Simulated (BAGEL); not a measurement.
# HF/STO-3G (density fitting with qzvpp-jkfit) run of SiH3SOF (SMILES O[SiH](F)S)

Aim: the vertical ionisation energy of SiH3SOF at HF/STO-3G (density fitting with qzvpp-jkfit), from 2 runs. 

Program for the calculation: BAGEL 1.2.2.

1 further run of the same task is left out (set aside as unsound or not needed). Runs told in other sessions of the task aren't counted.

### Step 1. The system as given

SiH3SOF: 7 atoms, total charge 0, spin state singlet. SMILES: `O[SiH](F)S`. The coordinates come from a PBE0-D4/def2-TZVP relaxation. This is one conformer, not always the lowest.

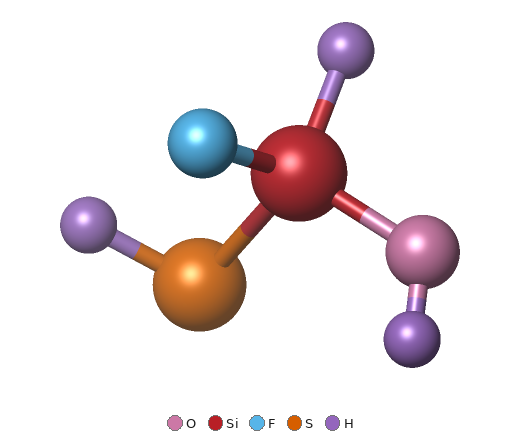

The structure, seen from a chosen angle (oxygen pink, silicon red, fluorine blue, sulfur orange, hydrogen purple).

### Step 2. A single-point energy at HF/STO-3G (density fitting with qzvpp-jkfit)

The input, input.json:

```json
{ "bagel" : [

{
  "title" : "molecule",
  "basis" : "sto-3g",
  "df_basis" : "qzvpp-jkfit",
  "angstrom" : true,
  "geometry" : [
    { "atom" : "O", "xyz" : [   -1.252700,    1.036700,   -0.295600 ] },
    { "atom" : "Si", "xyz" : [   -0.023300,    0.209800,    0.369300 ] },
    { "atom" : "F", "xyz" : [    1.374200,    0.953800,    0.184300 ] },
    { "atom" : "S", "xyz" : [    0.135000,   -1.677100,   -0.592300 ] },
    { "atom" : "H", "xyz" : [   -1.313700,    1.078400,   -1.251900 ] },
    { "atom" : "H", "xyz" : [   -0.291300,    0.148600,    1.813800 ] },
    { "atom" : "H", "xyz" : [    1.433000,   -1.818200,   -0.273300 ] }
  ]
},
{ "title" : "hf" },
{ "title" : "print", "file" : "orbitals.molden", "orbitals" : true }

]}
```

Command:

```console
$ BAGEL_NUM_THREADS=1 BAGEL input.json > input.out
```

The program printed:

```text
* using 1 threads per process

  ===============================================================
  ===============================================================

  *** Geometry ***

  { "atom" : "O", "xyz" : [     -2.367260,      1.959079,     -0.558603 ] },
  { "atom" : "Si", "xyz" : [     -0.044031,      0.396465,      0.697876 ] },
  { "atom" : "F", "xyz" : [      2.596862,      1.802421,      0.348277 ] },
  { "atom" : "S", "xyz" : [      0.255113,     -3.169260,     -1.119285 ] },
  { "atom" : "H", "xyz" : [     -2.482533,      2.037881,     -2.365748 ] },
  { "atom" : "H", "xyz" : [     -0.550477,      0.280813,      3.427585 ] },
  { "atom" : "H", "xyz" : [      2.707978,     -3.435900,     -0.516462 ] },

  Number of auxiliary basis functions:      464

  Since a DF basis is specified, we compute 2- and 3-index integrals:
    o Being stored without compression. Storage requirement is 0.004 GB

  Number of basis functions:       31
  Number of electrons      :       50

    * METHOD: MOLECULE                             0.10

  *** RHF ***

  === Nuclear Repulsion ===
   231.6128632001

      * DIIS with orbital gradients will be used.

  === RHF iteration (sto-3g) ===
      0       -852.34570429          0.01657564           0.02
      1       -852.44810148          0.00317986           0.01
      2       -852.45186604          0.00075773           0.01
      3       -852.45222651          0.00016021           0.01
      4       -852.45224397          0.00003776           0.01
      5       -852.45224509          0.00000628           0.01
      6       -852.45224512          0.00000126           0.01
      7       -852.45224512          0.00000036           0.02
      8       -852.45224512          0.00000008           0.01
      9       -852.45224512          0.00000002           0.01
     10       -852.45224512          0.00000000           0.01
    * SCF iteration converged.

    * Permanent dipole moment:
           (   -0.175036,     0.049287,     0.085131) a.u.

    * METHOD: HF                                   0.22

    * METHOD: PRINT                                0.00

  ===============================================================
```

Wall time 0.46 s (1 thread of Intel Xeon 6975P-C (Granite Rapids), shared host).

### Step 3. The doublet cation at the same level

Changes to input.json since step 2:

```diff
@@ -17,3 +17,3 @@
 },
-{ "title" : "hf" },
+{ "title" : "uhf", "charge" : 1, "nopen" : 1 },
 { "title" : "print", "file" : "orbitals.molden", "orbitals" : true }
```

Command:

```console
$ BAGEL_NUM_THREADS=1 BAGEL input.json > input.out
```

The program printed:

```text
* using 1 threads per process

  ===============================================================
  ===============================================================

  *** Geometry ***

  { "atom" : "O", "xyz" : [     -2.367260,      1.959079,     -0.558603 ] },
  { "atom" : "Si", "xyz" : [     -0.044031,      0.396465,      0.697876 ] },
  { "atom" : "F", "xyz" : [      2.596862,      1.802421,      0.348277 ] },
  { "atom" : "S", "xyz" : [      0.255113,     -3.169260,     -1.119285 ] },
  { "atom" : "H", "xyz" : [     -2.482533,      2.037881,     -2.365748 ] },
  { "atom" : "H", "xyz" : [     -0.550477,      0.280813,      3.427585 ] },
  { "atom" : "H", "xyz" : [      2.707978,     -3.435900,     -0.516462 ] },

  Number of auxiliary basis functions:      464

  Since a DF basis is specified, we compute 2- and 3-index integrals:
    o Being stored without compression. Storage requirement is 0.004 GB

  Number of basis functions:       31
  Number of electrons      :       50

    * METHOD: MOLECULE                             0.10

  *** Open-shell HF ***

  === Nuclear Repulsion ===
   231.6128632001

      * DIIS with orbital gradients will be used.

  === UHF iteration (sto-3g) ===
      0       -852.09893723          0.03437963           0.03
      1       -852.21525054          0.00893692           0.03
      2       -852.22231228          0.00244823           0.02
      3       -852.22306913          0.00078492           0.02
      4       -852.22328387          0.00021299           0.03
      5       -852.22331928          0.00014636           0.03
      6       -852.22334555          0.00010465           0.03
      7       -852.22336228          0.00005502           0.03
      8       -852.22336610          0.00001014           0.03
      9       -852.22336728          0.00000476           0.03
     10       -852.22336787          0.00000163           0.03
     11       -852.22336797          0.00000051           0.03
     12       -852.22336799          0.00000018           0.03
     13       -852.22336800          0.00000008           0.02
     14       -852.22336800          0.00000005           0.03
     15       -852.22336800          0.00000002           0.03
     16       -852.22336800          0.00000001           0.03
    * SCF iteration converged.

    * S^2 (UHF) is 0.7562

    * Permanent dipole moment:
           (   -0.438437,     1.837588,     0.440549) a.u.

    * METHOD: UHF                                  0.50

    * METHOD: PRINT                                0.00

  ===============================================================
```

Wall time 0.74 s (1 thread of Intel Xeon 6975P-C (Granite Rapids), shared host).

### Step 4. Summary of results

Level: HF/STO-3G (density fitting with qzvpp-jkfit).

```
                                          quantity          value
                     singlet SiH3SOF: total energy  -852.45225 Eh
                    singlet SiH3SOF: dipole moment         0.51 D
                      singlet SiH3SOF: HOMO energy       -7.52 eV
                      singlet SiH3SOF: LUMO energy       10.74 eV
                    singlet SiH3SOF: HOMO–LUMO gap       18.26 eV
                      doublet cation: total energy  -852.22337 Eh
                              doublet cation: ⟨S²⟩          0.756
vertical ionisation energy (to the doublet cation)       6.228 eV
```

What this shows: The vertical ionisation energy comes to 6.23 eV (144 kcal/mol). −ε(HOMO) before ionisation, 7.52 eV, is 1.29 eV above this ionisation energy. In a minimal basis such a difference can be off by several eV, whatever the method.
